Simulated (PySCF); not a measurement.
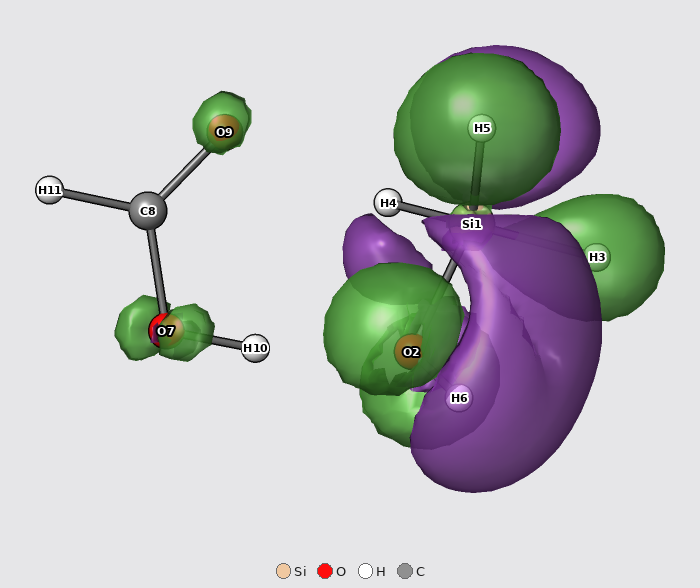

*CH$_{6}$O$_{3}$Si, SMILES `[SiH3]O.OC=O`. Unrelaxed difference density of S₃ less the ground state (TDA singlet states), ±0.02 e/Å³; purple: gain, green: loss.*

Computed with PySCF, B3LYP/def2-SVP, geometry: GFN2-xTB. The pair's geometry is semi-empirical, so its contact may be too short or too long. Without diffuse functions Rydberg states are missing, so the states' numbers hold for this basis only.

Question: How does the charge move on excitation?

Answer: 0.76 e is displaced in all, of which about 0.5 e passes between atoms: O2 (0.26 e) and H5 (0.11 e) lose electrons and Si1 (0.23 e) and H6 (0.17 e) gain them. The state: 7.47 eV (166 nm), f = 0.002; the leading pair carries 100 %; hole on O2 (39 %), Si1 (21 %) and H5 (17 %), electron on Si1 (44 %), H6 (19 %) and O2 (14 %); their centroids lie 0.2 Å apart.

The PySCF run took 2.9 min on 1 thread of Arm Neoverse V1, on a shared host, peak memory 0.59 GiB.
